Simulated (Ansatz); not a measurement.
## Run report: CH₂BBr, single-point calculation

CH₂BBr, computed with RKS r2SCAN-D4/def2-TZVPP (Ansatz 0.2.0).

The geometry comes from this level: PBE0-D4/def2-TZVP.

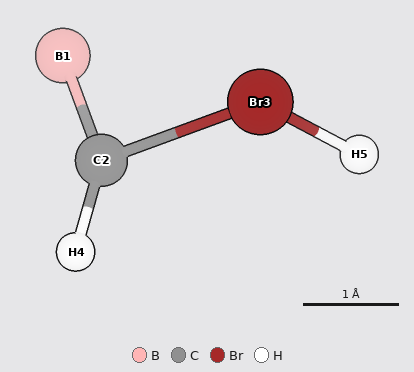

*The structure (ball-and-stick view, seen at a tilt; atoms are numbered from 1 in the order of the input).*

Input
```yaml
crystal:
  periodic: [false, false, false]
  atoms:
    - {symbol: B, position_ang: [-1.659562, 0.132464, -0.039529]}
    - {symbol: C, position_ang: [-0.341032, -0.376049, -0.441551]}
    - {symbol: Br, position_ang: [0.693686, 0.022706, 1.083695]}
    - {symbol: H, position_ang: [0.228463, -0.860801, -1.222784]}
    - {symbol: H, position_ang: [1.329079, 1.330937, 0.873793]}
basis:
  gaussian: {orbitals: def2-TZVPP}
hamiltonian: {xc: r2scan, dispersion: d4}
```

Machine: 2 threads of Arm Neoverse V1, 23 GiB of memory available, shared host.

Launched with:
```bash
ansatz run in.yaml --threads 2 --pin off --events-out ev --progress --plain --max-ram 4352MiB
```

Output
```
Functional definition: r2SCAN
  name "r2SCAN"
  cite "Furness, Kaplan, Ning, Perdew & Sun, J. Phys. Chem. Lett. 11, 8208 (2020) doi:10.1021/acs.jpclett.0c02405"
  cite "Furness, Kaplan, Ning, Perdew & Sun, J. Phys. Chem. Lett. 11, 9248 (2020) doi:10.1021/acs.jpclett.0c03077"
  parent r2scan
  parameter k0 = 0.174
  parameter k1 = 0.065
  parameter a1 = 4.9479
  exchange = r2scan_x(k0 = k0, k1 = k1, a1 = a1)
  correlation = r2scan_c
843 factors; their error is unknown
mean field evaluation 1: about -71774.0309 eV, gradient 6.4e1 eV
mean field evaluation 2: about -71711.9517 eV, gradient 1.4e2 eV
mean field evaluation 4: about -71782.9500 eV, gradient 2.2e1 eV
mean field evaluation 8: about -71784.7709 eV, gradient 1.1e-1 eV
mean field evaluation 16: about -71784.7431 eV, gradient 4.7e-4 eV
mean field -71784.74313320 eV, -2638.0406526985 hartree, gradient 5.1e-5 eV, S^2 0.000000; 0 other end points of the search recorded, 0 dependent functions left out
reference -71784.74314319 eV, -2638.0406530659 hartree; 24, 24 occupied and 114, 114 virtual orbitals, 843 factors
Total energy: -71784.76466994 eV, -2638.0414441593 hartree
```

Summary

```tsv
quantity	value
outcome	converged
total energy	−71784.7647 eV
mean-field energy	−71784.7431 eV
dispersion energy	−0.0215 eV
SCF solution under orbital rotations	stable
wall time	3.1 s (CPU time 5.7 s)
peak memory	0.15 GiB
```
